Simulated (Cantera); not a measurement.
Charge: 1 mol Cu2O, 3.2 mol H2, 0.26 mol H2O, equilibrated at 1.00 bar.

Equilibrium computed with Cantera from the NASA thermochemical tables; the gas is ideal and each condensed phase is pure. Candidate condensed phases: Cu, CuO, Cu(OH)2, Cu2O, H2O; 12 gas species. Kinetics and transport are ignored.

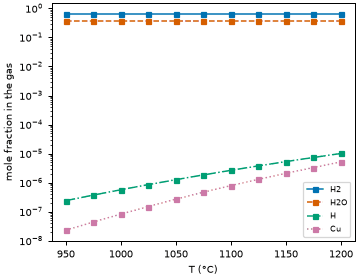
*Equilibrium gas composition (values under 1e-9 drawn at 1e-9)*

Problem. Read off the mole fractions at 1025 °C.

Solution. H2 about 0.64, H2O about 0.36, H about 8.5e-7, Cu about 1.5e-7.
